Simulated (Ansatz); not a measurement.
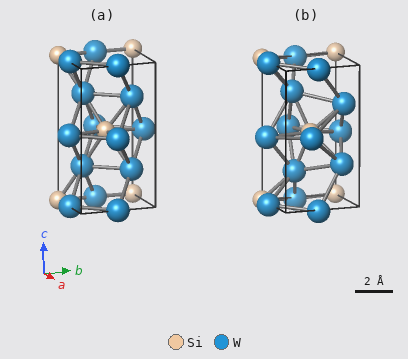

The structure of solid SiW4 (a generated structure, set up in P1) (coarse preliminary run) before (left) and after (right) a relaxation, at one scale.

A ball-and-stick model of the cell of the calculation, seen slightly off an axis.

All numbers below come from Ansatz, DFT PBE, scalar-relativistic, plane waves, PAW. Set-up: plane-wave cutoff 420 eV; k-point mesh 6 × 6 × 4; occupations gaussian; smearing width 0.2 eV; no spin polarisation; cell and atoms relaxed; force threshold 0.025 eV/Å; at most 60 steps.

Summarise the run.

The run was cut off at its time limit before the relaxation converged, so the last structure is only a point on the way. After 4 geometry steps the energy has fallen by 6.527 eV per cell of the calculation. The largest force component goes from 2 to 2.2 eV/Å. Pressure: −0.80 GPa at the start and −2.90 GPa at the end. A W atom moves most relative to the cell: 0.60 Å roughly along [−1 −3 0]. Largest moves by element: W 0.60 Å, Si 0.06 Å. The drawn cell changes as follows: a 4.991 → 4.808 Å (−3.7 %), b 4.913 → 4.789 Å (−2.5 %), c 7.949 → 7.779 Å (−2.1 %), α 90.9° → 91.1°, β 90.0° → 89.3°, γ 110.4° → 108.1°; the volume changes by −6.8 %. Near-neighbour distances that change, for instance: W–W 3.979 → 2.871 Å, W–W 3.909 → 2.841 Å, W–W 4.085 → 3.149 Å, W–W 3.896 → 2.978 Å. New bonds form, among them: W–W (3.90 → 2.98 Å), W–W (3.91 → 2.84 Å), W–W (3.98 → 2.87 Å). The space group stays P1 (No. 1). The run took 9.6 min on 1 thread of Arm Neoverse V1 (shared host), peak memory 0.94 GiB.
